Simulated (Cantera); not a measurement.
Charge: 1 mol FeS, 3.1 mol O2, 0.49 mol H2O, equilibrated at 10.0 mbar.

Equilibrium computed with Cantera from the NASA thermochemical tables; the gas is ideal and each condensed phase is pure. Candidate condensed phases: Fe, FeO, Fe(OH)2, Fe(OH)3, FeS, FeSO4, FeS2, Fe2O3, Fe2(SO4)3, Fe3O4, H2O, H2SO4, S; 22 gas species. The numbers say what is thermodynamically allowed, not how fast it happens.

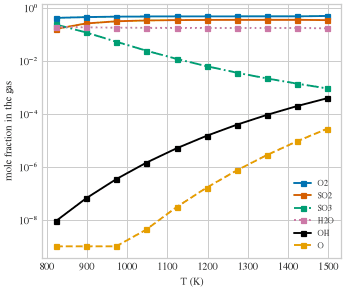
Figure. Equilibrium gas composition (values under 1e-9 drawn at 1e-9)

Read off the mole fractions at 1348 K.

O2 about 0.47, SO2 about 0.35, H2O about 0.17, SO3 about 0.0021, OH about 9.1e-5, O about 2.8e-6.
